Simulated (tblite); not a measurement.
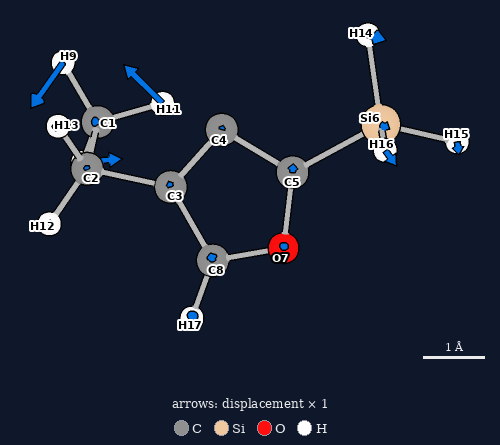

A relaxation of C6H9OSi (multiplicity 2). The starting structure is drawn; blue arrows show the displacements, at their true length. The two geometries are superimposed by the best rigid fit.

Style: ball-and-stick. Shown at a tilt.

Theory: GFN2-xTB geometry optimisation, gas phase (tblite 0.8.0). 

> Which element moves most?

Hydrogen: up to 1.05 Å, against 0.19 Å for silicon.

> Describe the change and its energy.

Over 100 geometry steps the energy falls by 0.613 eV. An H atom moves most after the best rigid fit: 1.05 Å. By element the largest moves are H 1.05 Å, Si 0.19 Å, C 0.18 Å, O 0.15 Å. Some distances before and after: C–O 1.294 → 1.347 Å, C–O 1.319 → 1.368 Å, C–H 1.126 → 1.087 Å, C–Si 1.837 → 1.870 Å. Among the angles between lasting bonds that change: C–C–Si 122.7° → 134.3°, Si–C–O 129.0° → 118.6°, O–C–H 124.9° → 117.2°. Groups turn about C–C by about 45°.
